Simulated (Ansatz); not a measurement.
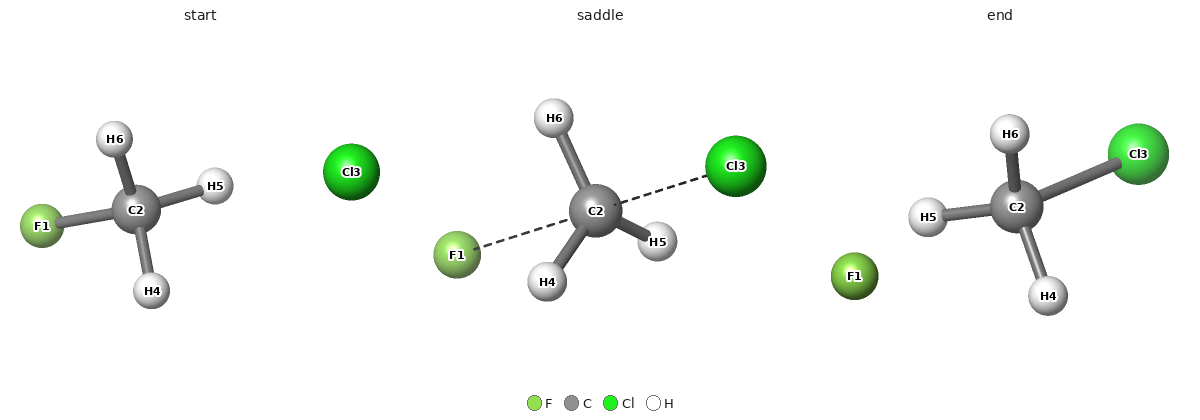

One elementary step of CH₃ClF⁻: start, first-order saddle point (changing pairs dashed) and end. Electronic energies at PBE0-D4/def2-TZVPD geometries, energies in def2-TZVPPD, the Ansatz code; cores frozen in correlated methods, no zero-point terms. Start and end are the structures at the ends of the path (complexes, where there are several molecules). Lines between the levels only guide the eye.

Which bonds change in the step?

C2–Cl3 (3.21 → 2.09 → 1.85 Å) forms; F1–C2 (1.41 → 2.06 → 2.47 Å) breaks (lengths at start, saddle and end; changes of bond order aren't listed). The imaginary mode at the saddle is 389.9i cm⁻¹ (PBE0-D4).

Give the barriers and step energies (kcal/mol). Levels: PBE0-D4.

```
  level  barrier  reverse barrier  step energy
PBE0-D4     27.7              1.9         25.8
```

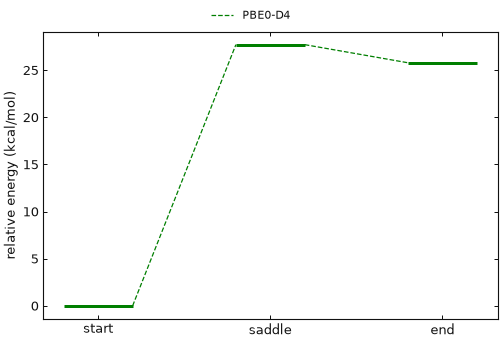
